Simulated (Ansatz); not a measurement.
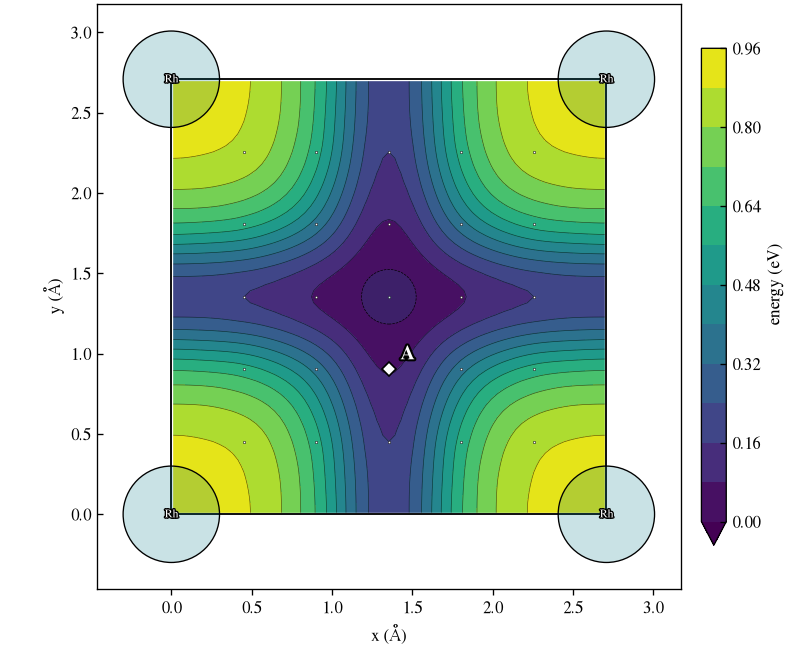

O on a Rh(100) slab cut from the Fm-3m phase, its upper half relaxed before the scan (12 atoms of substrate and one adsorbate in a 2 × 2 cell). O is moved over the surface cell; relaxed at each place: the height of the adsorbate's atoms; substrate rigid; the origin of the map has the adsorbate above Rh9. Places are given modulo a cell vector. The map is drawn in real space over the plane of the surface. The grid has 6 × 6 points; 10 points were computed and 26 follow by symmetry. Places are given in fractions of the 1 × 1 surface cell. All energies are given in eV relative to the lowest grid point. The runs have no spin polarisation; a magnetic state may lie lower. All numbers below come from DFT PBE, scalar-relativistic, plane waves, PAW (Ansatz 0.2.0). Settings: cutoff 420 eV, k-mesh 5×5×1, gaussian smearing 0.1 eV, no spin polarisation.

Drawn: filled contours, dots at the grid points, labelled circles for the atoms of the top layer and small ones for the second layer, the outline of one cell of the plane, the point A. Between grid points the surface is interpolated.

> Which way does the force act at A, and how strong is it?

A, at (3/6, 2/6) of the cell vectors, is not a stationary point. The computed force is 0.24 eV/Å in the plane, pointing up in the picture (components 0.00 and 0.24 eV/Å).

PAW datasets: the set soft_1.
